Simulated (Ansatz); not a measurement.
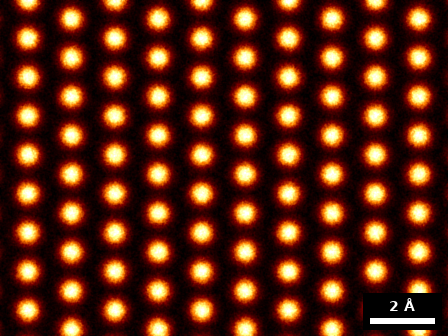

Z-contrast image of Si (Fd-3m, No. 227). Simulated incoherent Z contrast: every atom adds Z^1.7 spread by a probe of 0.56 Å full width; channelling and multiple scattering are left out. The probe carries 25 % of its weight in a tail 2.5 times as wide. Shot noise was added. Model: the geometry given to an electronic-structure calculation, possibly off equilibrium.

```xyz
8
Lattice="5.4300 0.0000 0.0000 0.0000 5.4300 0.0000 0.0000 0.0000 5.4300" Properties=species:S:1:pos:R:3 pbc="T T T"
Si    2.7150    0.0000    2.7150
Si    1.3575    1.3575    1.3575
Si    2.7150    2.7150    0.0000
Si    1.3575    4.0725    4.0725
Si    0.0000    0.0000    0.0000
Si    4.0725    1.3575    4.0725
Si    0.0000    2.7150    2.7150
Si    4.0725    4.0725    1.3575
```

> Which beam direction gives this image, [111], [221], [110] or [210]? (Directions equivalent by symmetry count as one.)

[210]. The projected cells are 2.22 × 2.22 Å, 120° for [111]; 0.64 × 1.92 Å, 90° for [221]; 3.33 × 3.33 Å, 109° for [110]; 1.21 × 1.49 Å, 114° for [210], and the image repeats as the [210] one does.
